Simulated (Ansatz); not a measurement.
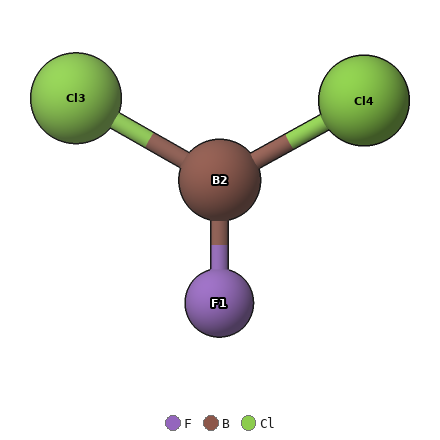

The system is BCl₂F, SMILES FB(Cl)Cl; the picture shows the reference structure. The first coordinate is: bond length B2–Cl3; the second: bond length B2–Cl4. Nothing is relaxed (all other coordinates rigid). Grid: 15 × 15 points. All energies are given in eV relative to the relaxed molecule at the same level. Theory: RHF/def2-TZVP in Ansatz 0.2.0.

Its coordinates:

```xyz
4

F     0.1293   -1.1767   -0.7691
B     0.0223   -0.1002   -0.0611
Cl   -1.5437    0.3563    0.5620
Cl    1.4475    0.8603    0.2479
```

Range: bond length B2–Cl3 from 1.537 to 2.183 Å; bond length B2–Cl4 from 1.502 to 2.445 Å.

Question: Predict the map.

Answer: The lowest grid point is at bond length B2–Cl3 = 1.767 Å, bond length B2–Cl4 = 1.771 Å, 0.014 eV from the relaxed molecule at the same level. It is the only kind of minimum in the scanned range. The highest grid point, bond length B2–Cl3 = 2.183 Å, bond length B2–Cl4 = 2.445 Å, lies 4.14 eV above the lowest. Round the minimum the two coordinates are weakly coupled (coupling 0.10 in units of the two stiffnesses).

```tsv
bond length B2–Cl4 ↓, bond length B2–Cl3 →	1.537	1.583	1.629	1.675	1.721	1.767	1.813	1.860	1.906	1.952	1.998	2.044	2.090	2.137	2.183
2.445	2.98	2.71	2.54	2.47	2.46	2.51	2.61	2.74	2.90	3.08	3.28	3.49	3.70	3.93	4.15
2.377	2.70	2.42	2.26	2.18	2.17	2.21	2.31	2.44	2.60	2.77	2.97	3.17	3.39	3.61	3.84
2.310	2.43	2.14	1.97	1.88	1.87	1.91	2.00	2.13	2.29	2.46	2.66	2.86	3.07	3.30	3.52
2.243	2.15	1.86	1.68	1.59	1.57	1.61	1.70	1.83	1.98	2.15	2.34	2.54	2.76	2.98	3.20
2.175	1.87	1.58	1.39	1.30	1.28	1.31	1.39	1.52	1.66	1.84	2.02	2.22	2.43	2.65	2.87
2.108	1.61	1.31	1.12	1.02	0.99	1.02	1.10	1.22	1.36	1.53	1.71	1.91	2.12	2.34	2.55
2.040	1.36	1.05	0.85	0.75	0.71	0.74	0.81	0.93	1.07	1.23	1.41	1.61	1.81	2.03	2.24
1.973	1.14	0.82	0.62	0.51	0.47	0.49	0.56	0.66	0.80	0.96	1.14	1.33	1.53	1.74	1.96
1.906	0.96	0.63	0.42	0.30	0.26	0.27	0.33	0.44	0.57	0.72	0.90	1.09	1.28	1.49	1.70
1.838	0.83	0.50	0.28	0.15	0.10	0.10	0.16	0.26	0.38	0.53	0.70	0.89	1.08	1.29	1.49
1.771	0.79	0.44	0.21	0.08	0.01	0.01	0.06	0.15	0.27	0.42	0.58	0.76	0.95	1.15	1.35
1.704	0.85	0.49	0.25	0.11	0.04	0.03	0.07	0.15	0.27	0.40	0.56	0.73	0.92	1.11	1.31
1.636	1.06	0.69	0.44	0.28	0.20	0.19	0.22	0.29	0.40	0.53	0.68	0.85	1.02	1.21	1.41
1.569	1.47	1.09	0.82	0.65	0.56	0.53	0.56	0.62	0.72	0.84	0.99	1.15	1.32	1.50	1.69
1.502	2.15	1.75	1.47	1.29	1.18	1.14	1.16	1.21	1.30	1.41	1.55	1.70	1.86	2.04	2.22
```

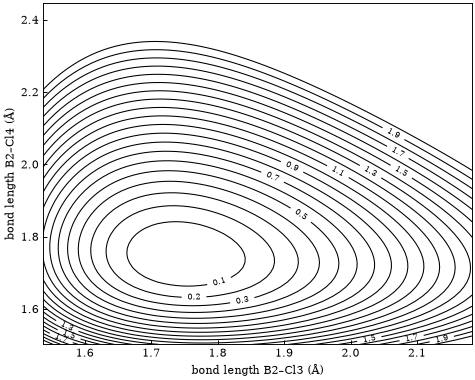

Drawn: contour lines labelled in eV (none above 2). Between grid points the surface is interpolated.

The whole map (225 points run) took 8.6 min on 1 thread of Arm Neoverse V2, with other jobs on the host.
